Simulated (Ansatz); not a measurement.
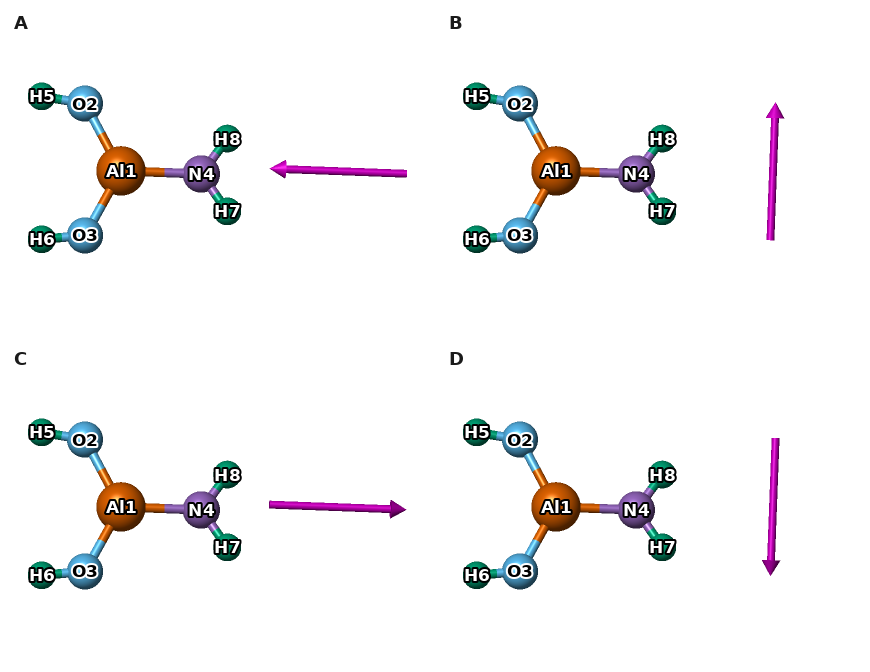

The same molecule four times, each with an arrow. Computed geometry: PBE0-D4/def2-TZVP optimisation. Level of theory: RKS PBE0-D4/def2-TZVP (Ansatz 0.2.0).

Question: Which arrow points along the dipole moment, from the negative to the positive end?

Answer: A. The dipole moment is 1.25 D; it points from the side of H7, H8 to the side of H5, H6 (the outermost atoms at the two ends).
